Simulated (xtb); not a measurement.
# Run report: Si4AsH11, geometry relaxation (part 2 of 4)

The same run, continued: Si4AsH11; GFN2-xTB (xtb 6.7.1). 

Geometry of the input (Å):
```
Si -1.8804  0.9435  1.3187
Si 0.2638  1.4646  0.8011
Si 1.1002  -0.0871  -0.7680
Si 1.2203  -2.1937  0.0650
As 0.0042  0.0179  -2.8722
H  -2.4499  1.9728  2.2788
H  -2.7829  0.9785  0.2008
H  -1.9647  -0.2941  1.9573
H  0.3881  2.8428  0.2082
H  1.1405  1.5542  1.8535
H  2.5603  0.3239  -1.1605
H  -0.0823  -2.6971  0.2402
H  2.0013  -2.2647  1.3307
H  1.9903  -3.1924  -0.8747
H  -0.3363  1.4862  -2.7572
H  -1.2798  -0.4545  -2.0669
```

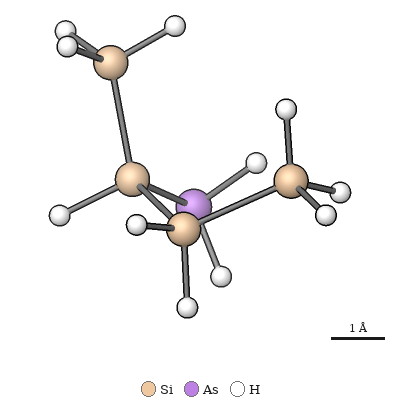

Fig. 1: The structure as given in the input (ball-and-stick view, seen at a tilt).

### Output, continued
```
 iter      E             dE          RMSdq      gap      omega  full diag
   1    -14.9616529 -0.149617E+02  0.145E-01    3.66       0.0  T
   2    -14.9616568 -0.389060E-05  0.933E-02    3.65       1.0  T
   3    -14.9616574 -0.563839E-06  0.346E-02    3.66       1.0  T
   4    -14.9616576 -0.217298E-06  0.201E-02    3.65       1.2  T
   5    -14.9616577 -0.853722E-07  0.118E-02    3.66       2.1  T
   6    -14.9616578 -0.177879E-06  0.662E-03    3.66       3.8  T
   7    -14.9616578  0.259637E-07  0.548E-03    3.66       4.6  T
   8    -14.9616579 -0.529266E-07  0.217E-03    3.66      11.5  T
   9    -14.9616579 -0.151045E-08  0.151E-03    3.66      16.5  T
  10    -14.9616579 -0.163353E-08  0.529E-04    3.66      47.3  T
  11    -14.9616579 -0.344153E-09  0.305E-04    3.66      82.0  T
     SCC iter.                  ...        0 min,  0.031 sec
     gradient                   ...        0 min,  0.013 sec
 * total energy  :   -14.8493532 Eh     change       -0.9270841E-04 Eh
   gradient norm :     0.0016442 Eh/a0  converged?    E=F G=F D=F
   step length   :     0.0591319 a0

........................................................................
.............................. CYCLE    6 ..............................
........................................................................

 iter      E             dE          RMSdq      gap      omega  full diag
   1    -14.9620924 -0.149621E+02  0.190E-01    3.67       0.0  T
   2    -14.9621010 -0.861264E-05  0.121E-01    3.68       1.0  T
   3    -14.9621020 -0.106249E-05  0.663E-02    3.68       1.0  T
   4    -14.9621032 -0.121007E-05  0.266E-02    3.68       1.0  T
   5    -14.9621035 -0.235385E-06  0.131E-02    3.68       1.9  T
   6    -14.9621037 -0.246638E-06  0.598E-03    3.68       4.2  T
   7    -14.9621037  0.719392E-08  0.492E-03    3.68       5.1  T
   8    -14.9621038 -0.294225E-07  0.327E-03    3.68       7.6  T
   9    -14.9621038 -0.544593E-08  0.170E-03    3.68      14.7  T
  10    -14.9621038 -0.112961E-08  0.773E-04    3.68      32.3  T
  11    -14.9621038 -0.292610E-09  0.265E-04    3.68      94.3  T
     SCC iter.                  ...        0 min,  0.016 sec
     gradient                   ...        0 min,  0.013 sec
 * total energy  :   -14.8492980 Eh     change        0.5513079E-04 Eh
   gradient norm :     0.0035994 Eh/a0  converged?    E=F G=F D=F
   step length   :     0.0745172 a0

........................................................................
.............................. CYCLE    7 ..............................
........................................................................

 iter      E             dE          RMSdq      gap      omega  full diag
   1    -14.9620483 -0.149620E+02  0.981E-02    3.67       0.0  T
   2    -14.9620504 -0.206908E-05  0.680E-02    3.67       1.0  T
   3    -14.9620505 -0.783539E-07  0.346E-02    3.67       1.0  T
   4    -14.9620509 -0.409899E-06  0.122E-02    3.67       2.1  T
   5    -14.9620511 -0.172479E-06  0.856E-03    3.67       2.9  T
   6    -14.9620512 -0.120662E-06  0.323E-03    3.67       7.7  T
   7    -14.9620512 -0.336930E-08  0.227E-03    3.67      11.0  T
   8    -14.9620512 -0.355506E-08  0.145E-03    3.67      17.2  T
   9    -14.9620512 -0.130195E-08  0.785E-04    3.67      31.9  T
  10    -14.9620512 -0.260670E-09  0.319E-04    3.67      78.3  T
     SCC iter.                  ...        0 min,  0.017 sec
     gradient                   ...        0 min,  0.013 sec
 * total energy  :   -14.8493622 Eh     change       -0.6413884E-04 Eh
   gradient norm :     0.0015638 Eh/a0  converged?    E=F G=F D=F
   step length   :     0.0378674 a0

........................................................................
.............................. CYCLE    8 ..............................
........................................................................

 iter      E             dE          RMSdq      gap      omega  full diag
   1    -14.9612208 -0.149612E+02  0.135E-01    3.67       0.0  T
   2    -14.9612240 -0.326526E-05  0.751E-02    3.66       1.0  T
   3    -14.9612225  0.152716E-05  0.386E-02    3.66       1.0  T
   4    -14.9612245 -0.202679E-05  0.172E-02    3.66       1.5  T
   5    -14.9612253 -0.759208E-06  0.116E-02    3.66       2.2  T
   6    -14.9612253 -0.452790E-07  0.362E-03    3.66       6.9  T
   7    -14.9612253 -0.149810E-07  0.295E-03    3.66       8.5  T
   8    -14.9612253 -0.467616E-08  0.216E-03    3.66      11.6  T
   9    -14.9612254 -0.639190E-08  0.918E-04    3.66      27.2  T
  10    -14.9612254 -0.541149E-09  0.381E-04    3.66      65.7  T
     SCC iter.                  ...        0 min,  0.017 sec
     gradient                   ...        0 min,  0.013 sec
 * total energy  :   -14.8493448 Eh     change        0.1740732E-04 Eh
   gradient norm :     0.0030028 Eh/a0  converged?    E=F G=F D=F
   step length   :     0.0554987 a0

........................................................................
.............................. CYCLE    9 ..............................
........................................................................

 iter      E             dE          RMSdq      gap      omega  full diag
   1    -14.9615474 -0.149615E+02  0.570E-02    3.66       0.0  T
   2    -14.9615477 -0.241419E-06  0.342E-02    3.66       1.0  T
   3    -14.9615466  0.110818E-05  0.179E-02    3.66       1.4  T
   4    -14.9615479 -0.133099E-05  0.571E-03    3.66       4.4  T
   5    -14.9615479 -0.477028E-08  0.343E-03    3.66       7.3  T
   6    -14.9615479 -0.324174E-08  0.110E-03    3.66      22.8  T
   7    -14.9615479 -0.818160E-09  0.821E-04    3.66      30.5  T
   8    -14.9615479 -0.429885E-09  0.509E-04    3.66      49.1  T
     SCC iter.                  ...        0 min,  0.013 sec
     gradient                   ...        0 min,  0.021 sec
 * total energy  :   -14.8493735 Eh     change       -0.2875497E-04 Eh
   gradient norm :     0.0010619 Eh/a0  converged?    E=F G=F D=F
   step length   :     0.0248254 a0

........................................................................
.............................. CYCLE   10 ..............................
........................................................................

 iter      E             dE          RMSdq      gap      omega  full diag
   1    -14.9621123 -0.149621E+02  0.802E-02    3.67       0.0  T
   2    -14.9621132 -0.907960E-06  0.485E-02    3.67       1.0  T
   3    -14.9621125  0.647128E-06  0.222E-02    3.67       1.1  T
   4    -14.9621134 -0.899186E-06  0.122E-02    3.67       2.1  T
   5    -14.9621136 -0.182055E-06  0.769E-03    3.67       3.3  T
   6    -14.9621136 -0.150148E-07  0.326E-03    3.67       7.7  T
   7    -14.9621136 -0.169114E-07  0.238E-03    3.67      10.5  T
   8    -14.9621136 -0.413896E-08  0.147E-03    3.67      17.0  T
   9    -14.9621137 -0.306859E-08  0.603E-04    3.67      41.5  T
  10    -14.9621137 -0.188459E-09  0.265E-04    3.67      94.5  T
     SCC iter.                  ...        0 min,  0.021 sec
     gradient                   ...        0 min,  0.013 sec
 * total energy  :   -14.8493721 Eh     change        0.1443356E-05 Eh
   gradient norm :     0.0015268 Eh/a0  converged?    E=F G=F D=F
   step length   :     0.0371980 a0

........................................................................
.............................. CYCLE   11 ..............................
........................................................................

 iter      E             dE          RMSdq      gap      omega  full diag
   1    -14.9617930 -0.149618E+02  0.504E-02    3.66       0.0  T
   2    -14.9617933 -0.306595E-06  0.304E-02    3.66       1.0  T
   3    -14.9617931  0.176082E-06  0.119E-02    3.66       2.1  T
   4    -14.9617933 -0.193902E-06  0.848E-03    3.66       2.9  T
   5    -14.9617934 -0.128462E-06  0.464E-03    3.66       5.4  T
   6    -14.9617934 -0.356230E-08  0.209E-03    3.66      12.0  T
   7    -14.9617934 -0.538639E-08  0.151E-03    3.66      16.5  T
   8    -14.9617934 -0.205352E-08  0.847E-04    3.66      29.5  T
   9    -14.9617934 -0.766692E-09  0.427E-04    3.66      58.6  T
     SCC iter.                  ...        0 min,  0.015 sec
     gradient                   ...        0 min,  0.016 sec
 * total energy  :   -14.8493809 Eh     change       -0.8848574E-05 Eh
   gradient norm :     0.0006945 Eh/a0  converged?    E=F G=T D=F
   step length   :     0.0262295 a0

........................................................................
.............................. CYCLE   12 ..............................
........................................................................

 iter      E             dE          RMSdq      gap      omega  full diag
   1    -14.9616675 -0.149617E+02  0.399E-02    3.66       0.0  T
   2    -14.9616677 -0.193847E-06  0.248E-02    3.66       1.0  T
   3    -14.9616676  0.107122E-06  0.889E-03    3.66       2.8  T
   4    -14.9616678 -0.182080E-06  0.398E-03    3.66       6.3  T
   5    -14.9616678 -0.116894E-07  0.246E-03    3.66      10.1  T
   6    -14.9616678 -0.368790E-08  0.116E-03    3.66      21.5  T
   7    -14.9616678 -0.127452E-09  0.978E-04    3.66      25.6  T
   8    -14.9616678 -0.246068E-09  0.639E-04    3.66      39.1  T
     SCC iter.                  ...        0 min,  0.012 sec
     gradient                   ...        0 min,  0.014 sec
 * total energy  :   -14.8493827 Eh     change       -0.1728002E-05 Eh
   gradient norm :     0.0008156 Eh/a0  converged?    E=T G=T D=F
   step length   :     0.0250086 a0

   *** GEOMETRY OPTIMIZATION CONVERGED AFTER 12 CYCLES ***

------------------------------------------------------------------------
 total energy gain   :        -0.0191072 Eh      -11.9899 kcal/mol
 total RMSD          :         0.1346200 a0        0.0712 Å
 total power (kW/mol):        -4.1804931 (step) -105.6909 (real)
------------------------------------------------------------------------

 L-ANCopt (total)              0 d,  0 h,  0 min,  0.475 sec
 setup                          ...        0 min,  0.000 sec (  0.043%)
 model hessian                  ...        0 min,  0.002 sec (  0.417%)
 ANC generation                 ...        0 min,  0.001 sec (  0.133%)
 coordinate transformation      ...        0 min,  0.000 sec (  0.032%)
 Rational function              ...        0 min,  0.000 sec (  0.015%)
 singlepoint calculation        ...        0 min,  0.469 sec ( 98.826%)
 optimization log               ...        0 min,  0.002 sec (  0.352%)
 hessian update                 ...        0 min,  0.000 sec (  0.018%)

================
 final structure:
================
16
 xtb: 6.7.1
Si          -1.88643986159493        1.01821884532148        1.33884299877518
Si           0.30085778564544        1.50271907475104        0.74948970341478
Si           1.18090717643121       -0.04323353209649       -0.78173764524651
Si           1.27695818524603       -2.22744332974381        0.02375109689955
As          -0.01215218313006       -0.03915070454947       -2.81537409677969
H           -2.49605569336320        1.96066933997202        2.27781864236393
H           -2.75301102985470        0.99332648105466        0.15556274107390
H           -1.97877905894854       -0.31057410927410        1.95151943287708
H            0.38062649666087        2.86196278358538        0.18160328058252
H            1.15686254517259        1.58368487430727        1.94483612590992
H            2.56031064036784        0.35883984500433       -1.16199017441798
H           -0.07831599077640       -2.74862195331810        0.23808446357709
H            1.97416986972055       -2.31462162818430        1.30773964888918
H            1.94360710194866       -3.16992507896458       -0.87971216882195
H           -0.39573711382201        1.40688348218248       -2.66281710596774
H           -1.28086731598844       -0.43204052154234       -2.11285683679574

 Bond Distances (Angstroems)
 ---------------------------
Si1-Si2=2.3165       Si1-H6=1.4634        Si1-H7=1.4669        Si1-H8=1.4661        Si2-Si1=2.3165       Si2-Si3=2.3472
Si2-H9=1.4753        Si2-H10=1.4725       Si3-Si2=2.3472       Si3-Si4=2.3300       Si3-As5=2.3578       Si3-H11=1.4863
Si4-Si3=2.3300       Si4-H12=1.4678       Si4-H13=1.4637       Si4-H14=1.4659       As5-Si3=2.3578       As5-H15=1.5038
As5-H16=1.5025       H6-Si1=1.4634        H7-Si1=1.4669        H8-Si1=1.4661        H9-Si2=1.4753        H10-Si2=1.4725
H11-Si3=1.4863       H12-Si4=1.4678       H13-Si4=1.4637       H14-Si4=1.4659       H15-As5=1.5038       H16-As5=1.5025
 Si H  Rav=1.4698 sigma=0.0069  Rmin=1.4634  Rmax=1.4863     9
 Si Si Rav=2.3312 sigma=0.0125  Rmin=2.3165  Rmax=2.3472     3
 As H  Rav=1.5032 sigma=0.0006  Rmin=1.5025  Rmax=1.5038     2
 As Si Rav=2.3578 sigma=0.0000  Rmin=2.3578  Rmax=2.3578     1

 selected bond angles (degree)
 --------------------
H6-Si1-Si2=114.95              H7-Si1-Si2=110.86              H7-Si1-H6=106.40               H8-Si1-Si2=110.81
H8-Si1-H6=106.82               H8-Si1-H7=106.53               Si3-Si2-Si1=112.47             H9-Si2-Si1=109.98
H9-Si2-Si3=109.60              H10-Si2-Si1=110.72             H10-Si2-Si3=110.36             H10-Si2-H9=103.32
Si4-Si3-Si2=114.04             As5-Si3-Si2=111.83             As5-Si3-Si4=108.70             H11-Si3-Si2=109.68
H11-Si3-Si4=107.69             H11-Si3-As5=104.39             H12-Si4-Si3=110.20             H13-Si4-Si3=112.26
H13-Si4-H12=106.89             H14-Si4-Si3=114.10             H14-Si4-H12=106.36             H14-Si4-H13=106.60
H15-As5-Si3= 92.48             H16-As5-Si3= 91.35             H16-As5-H15= 89.35

 selected dihedral angles (degree)
 ---------------------------------
Si3-Si2-Si1-H6=180.86         Si3-Si2-Si1-H7=301.57         Si3-Si2-Si1-H8= 59.64         H9-Si2-Si1-H6=303.32
H9-Si2-Si1-H7= 64.03          H9-Si2-Si1-H8=182.10          H10-Si2-Si1-H6= 56.87         H10-Si2-Si1-H7=177.58
H10-Si2-Si1-H8=295.66         Si4-Si3-Si2-Si1=298.36        Si4-Si3-Si2-H9=175.68         Si4-Si3-Si2-H10= 62.55
As5-Si3-Si2-Si1= 62.20        As5-Si3-Si2-H9=299.53         As5-Si3-Si2-H10=186.39        H11-Si3-Si2-Si1=177.51
H11-Si3-Si2-H9= 54.84         H11-Si3-Si2-H10=301.70        H12-Si4-Si3-Si2= 66.03        H12-Si4-Si3-As5=300.52
H12-Si4-Si3-H11=187.98        H13-Si4-Si3-Si2=307.01        H13-Si4-Si3-As5=181.50        H13-Si4-Si3-H11= 68.96
H14-Si4-Si3-Si2=185.59        H14-Si4-Si3-As5= 60.08        H14-Si4-Si3-H11=307.54        H15-As5-Si3-Si2= 28.99
H15-As5-Si3-Si4=155.78        H15-As5-Si3-H11=270.48        H16-As5-Si3-Si2=299.58        H16-As5-Si3-Si4= 66.37
H16-As5-Si3-H11=181.08
           -------------------------------------------------
          |                Final Singlepoint                |
           -------------------------------------------------

          ...................................................
          :                      SETUP                      :
          :.................................................:
          :  # basis functions                  61          :
          :  # atomic orbitals                  56          :
          :  # shells                           26          :
          :  # electrons                        32          :
          :  max. iterations                   250          :
          :  Hamiltonian                  GFN2-xTB          :
          :  restarted?                      false          :
          :  GBSA solvation                  false          :
          :  PC potential                    false          :
          :  electronic temp.          300.0000000     K    :
          :  accuracy                    1.0000000          :
          :  -> integral cutoff          0.2500000E+02      :
          :  -> integral neglect         0.1000000E-07      :
          :  -> SCF convergence          0.1000000E-05 Eh   :
          :  -> wf. convergence          0.1000000E-03 e    :
          :  Broyden damping             0.4000000          :
          :  net charge                          0          :
          :  unpaired electrons                  0          :
          ...................................................

 iter      E             dE          RMSdq      gap      omega  full diag
   1    -14.9616678 -0.149617E+02  0.286E-04    3.66       0.0  T
   2    -14.9616678 -0.315303E-10  0.178E-04    3.66     140.2  T
   3    -14.9616678  0.213340E-10  0.162E-04    3.66     154.6  T

   *** convergence criteria satisfied after 3 iterations ***
```
